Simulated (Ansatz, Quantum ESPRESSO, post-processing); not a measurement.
# From contact to tunnelling: vacuum gaps between two Na(100) faces, part 5 of 5

Aim: how the conductance falls as the barrier grows, for vacuum gaps between two Na(100) faces.

Quantum ESPRESSO 7.5; plane-wave DFT, PBE, GBRV ultrasoft pseudopotentials; cross-check by Ansatz 0.2.0 with PAW datasets.

So far. Step 12 (The open system, 8 Å): T goes from 0.0338 to 0.00830, a factor of 4.1. Step 13 (Cross-check with Ansatz, 8 Å): Ansatz finds T = 0.00801 against pwcond's 0.00830.

### 15. The open system, 9 Å

Level of this step: transmission by pwcond, lead and junction from one cell; plane-wave DFT, PBE, GBRV ultrasoft pseudopotentials (Quantum ESPRESSO).

Contents of j4.cond.in:

```
&inputcond
  outdir = './out'
  prefixt = 'j4.scf'
  tran_file = 'j4.cond.dat'
  bdl = 1.0000000000
  bds = 9.6428571429
  ikind = 1
  ewind = 4.0
  epsproj = 1e-05
  nz1 = 7
  energy0 = 0.4
  denergy = -0.4
/
15
  0.00000000 0.00000000 0.01562500
  0.00000000 0.12500000 0.06250000
  0.00000000 0.25000000 0.06250000
  0.00000000 0.37500000 0.06250000
  0.00000000 0.50000000 0.03125000
  0.12500000 0.12500000 0.06250000
  0.12500000 0.25000000 0.12500000
  0.12500000 0.37500000 0.12500000
  0.12500000 0.50000000 0.06250000
  0.25000000 0.25000000 0.06250000
  0.25000000 0.37500000 0.12500000
  0.25000000 0.50000000 0.06250000
  0.37500000 0.37500000 0.06250000
  0.37500000 0.50000000 0.06250000
  0.50000000 0.50000000 0.01562500
3
```

Run with:

```bash
OMP_NUM_THREADS=1 mpirun -n 4 pwcond.x -in j4.cond.in > j4.cond.out
```

Numbers of over 12 decimals in the logs are rounded to 6 here.

The program printed:

```text
[banner, memory and clock lines left out]
Program PWCOND v.7.5 starts
[citation notice left out]

[...]
./out/j4.scf.save/

     IMPORTANT: XC functional enforced from input :
     Exchange-correlation= PBE
                           (   1   4   3   4   0   0   0)
     Any further DFT definition will be discarded
     Please, verify this is what you really want

     Reading collected, re-writing distributed wavefunctions

===== INPUT FILE containing all the regions =====

     GEOMETRY:

     lattice parameter (alat)  =       7.9368  a.u.
[...]
Nchannels of the left tip =            0
 Right moving states:
   k1(2pi/a)   k2(2pi/a)   E-Ef (eV)
 Left moving states:
   k1(2pi/a)   k2(2pi/a)   E-Ef (eV)

 to transmit
          E-Ef(ev), T =    0.0000000   0.0000000
---  E-Ef =   -0.4000000  k =    0.5000000   0.5000000
---  ie =          3  ik =         15
 Nchannels of the left tip =            0
 Right moving states:
   k1(2pi/a)   k2(2pi/a)   E-Ef (eV)
 Left moving states:
   k1(2pi/a)   k2(2pi/a)   E-Ef (eV)

 to transmit
          E-Ef(ev), T =   -0.4000000   0.0000000
   T_tot     0.40000      0.11026E-01
   T_tot     0.00000      0.39116E-02
   T_tot    -0.40000      0.13273E-02

[...]
```

Wall time 2.9 min (4 MPI ranks of Arm Neoverse V1, shared host); peak memory 0.6 GiB; 12 min of CPU time.

This step gave:

```
transmission at the Fermi level, one spin : 0.001956
conductance                               : 0.001956 G₀
```

Per spin; mean over the k mesh across the current. The transmission, zone mean by energy, zero at the Fermi level:

| energy (eV) | transmission, zone mean |
| --- | --- |
| -0.400 | 6.6e-4 |
| 0.000 | 0.00196 |
| 0.400 | 0.00551 |

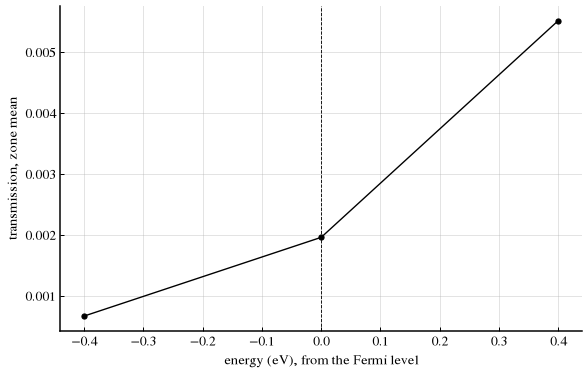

Transmission, zone mean, plotted against energy.

T goes from 0.00830 to 0.00196, a factor of 4.2.

### 16. Cross-check with Ansatz, 9 Å

Level of this step: plane-wave DFT, PBE, Ansatz PAW (Ansatz 0.2.0).

Contents of input.yaml:

```yaml
crystal:
  lattice:
    - [4.2, 0.0, 0.0]
    - [0.0, 4.2, 0.0]
    - [0.0, 0.0, 40.5]
  atoms:
    - { symbol: Na, position: [0.0, 0.0, 0.0] }
    - { symbol: Na, position: [0.5, 0.5, 0.0518518519] }
    - { symbol: Na, position: [0.0, 0.0, 0.1037037037] }
    - { symbol: Na, position: [0.5, 0.5, 0.1555555556] }
    - { symbol: Na, position: [0.0, 0.0, 0.2074074074] }
    - { symbol: Na, position: [0.5, 0.5, 0.2592592593] }
    - { symbol: Na, position: [0.0, 0.0, 0.3111111111] }
    - { symbol: Na, position: [0.5, 0.5, 0.362962963] }
    - { symbol: Na, position: [0.0, 0.0, 0.5851851852] }
    - { symbol: Na, position: [0.5, 0.5, 0.637037037] }
    - { symbol: Na, position: [0.0, 0.0, 0.6888888889] }
    - { symbol: Na, position: [0.5, 0.5, 0.7407407407] }
    - { symbol: Na, position: [0.0, 0.0, 0.7925925926] }
    - { symbol: Na, position: [0.5, 0.5, 0.8444444444] }
    - { symbol: Na, position: [0.0, 0.0, 0.8962962963] }
    - { symbol: Na, position: [0.5, 0.5, 0.9481481481] }
kpoints:
  mp_grid: { grid: [6, 6, 1] }
hamiltonian:
  xc: pbe
scf:
  occupations: { method: fermi_dirac, width: 0.1 }
  convergence: { dr2_threshold: 1.0e-08 }
output:
  transmission: { leads: [[0, 2]], e_range: [-0.4, 0.4], de: 0.4, kmesh: [8, 8] }
  write_potential: true
  write_density: true
  volumetric_format: npy
```

Run with:

```bash
ansatz run input.yaml --threads 4 --pin off --max-ram 8192MiB --backend cpu --events-out ev --progress --plain --runs-dir out
```

The program printed:

```text
[...]
Crystal: 16 atoms, lattice volume = 714.420 Å³
Basis set: ecut = 420 eV, 13803 PW (Γ)
Bands: 88, of which v1, the nominal top of the filled ones, is band 72 counted from 1 (71 counted from 0)
Symmetry: 16 space group operations
[...]
k-points: 10 of 36
[...]
k-point 9: bands = [... 68 lower, 2.0287, 2.0287, 2.2181, 2.2181, 2.2835, 2.2835, 2.3700, 2.3700, ... 12 higher]
--- Transmission ---
  basis      : 149 plane waves across, 54 finite elements along
  points     : 15, standing for a mesh of 8 x 8
[...]
channels       : 1.078125e0 a spin
[...]
slowest decay  : 0.1328 /Å at (0.5000, 0.3750)
  junction   : crystal 0 to crystal 0, -0.35 to 35.95 Å
    transmission   : 1.857768e-3 a spin
[...]
[key lines of the parts left out:]
SCF converged after 7 iterations
Free energy (F): -23782.342196 eV
Fermi energy:    1.021041 eV
```

Elapsed: 56 s, on 4 threads; peak memory 1.7 GiB.

Read from the output:

```
free energy                               : -23782.3422 eV
energy at zero smearing                   : -23782.2116 eV
smearing term TS                          : 0.2613 eV
Fermi energy                              : 1.021 eV
transmission at the Fermi level, one spin : 0.001858
```

Per spin; mean over the k mesh across the current. Table of transmission, zone mean by energy, zero at the Fermi level:

| energy (eV) | transmission, zone mean |
| --- | --- |
| -0.400 | 6.5e-4 |
| 0.000 | 0.00186 |
| 0.400 | 0.00522 |

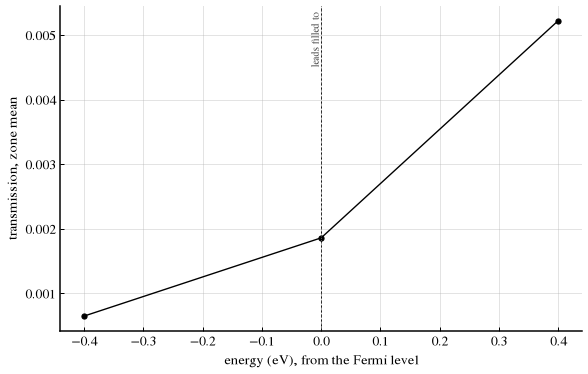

Transmission, zone mean, plotted against energy.

Ansatz finds T = 0.00186 against pwcond's 0.00196.

### 17. The series side by side

All levels:

| level | T by pwcond | T by Ansatz | lead channels | CPU time (s) |
| --- | --- | --- | --- | --- |
| 5 Å | 0.3393 | 0.3356 | 1.078 | 920 |
| 6 Å | 0.1308 | 0.1302 | 1.078 | 978.8 |
| 7 Å | 0.03384 | 0.03395 | 1.078 | 1030 |
| 8 Å | 0.008301 | 0.008008 | 1.078 | 1107 |
| 9 Å | 0.001956 | 0.001858 | 1.078 | 1185 |

### 18. Worked from the printed numbers

For the narrowest barrier, the Landauer sum over the mesh, Σ w T = 0.1250 × 0.569 + 0.0625 × 0.774 + 0.0625 × 0.73 + … = 0.3393.

G = 0.339 × 77.48 µS = 26.3 µS a cell. Times the area of 17.640 Å², the resistance-area product is A/G = 6.71 fΩ m², the leads' contact resistance included.

Free electrons at 1 an atom (2 atoms in 74.1 Å³) have k_F = 0.928 1/Å and offer A k_F²/4π = 1.21 channels per spin; the lead has 1.08 on this mesh.

κ = ln(T₁/T₂)/(2Δd) = ln(0.008301/0.001956)/(2 × 1 Å) = 0.72 1/Å.

### 19. Summary of results

| Property | Result |
| --- | --- |
| conductance a cell at 5 Å | 0.339 G₀ |
| conductance a cell at 6 Å | 0.131 G₀ |
| conductance a cell at 7 Å | 0.0338 G₀ |
| conductance a cell at 8 Å | 0.00830 G₀ |
| conductance a cell at 9 Å | 0.00196 G₀ |
| fall of ln T per Å over the last interval | 1.45 |

In words: The conductance goes from 0.339 G₀ at 5 Å to 0.00196 G₀ at 9 Å (PBE, GBRV ultrasoft). Interval by interval ln T falls by 0.95, 1.35, 1.41 and 1.45 per Å. The last interval gives κ = 0.72 1/Å in T ∝ exp(−2κd), an apparent barrier of (κ/0.512)² = 2.0 eV. Ansatz follows the series within a factor of 1.05. Points with over 2.5 times the mean carry up to 65 % of T, so the means lean on few points, and the mesh was not tested. The geometries are as built, not relaxed, and the leads are short. Semilocal functionals lack the image potential in a vacuum gap.

[Logs are printed without paths, hosts, clocks, repeated set-up lines and the standing remarks that a program may print on its own settings, such as how far it seeks lower states.]

[Hosts, paths, dates, database ids (printed as entryN), source tags and the programs' standing remarks are cut or masked in the printed files.]

[Maps of the electrostatic potential energy from Ansatz leave out the sawtooth potential of an applied field or a dipole correction, so their vacuum need not be flat; planar profiles and work functions include it.]
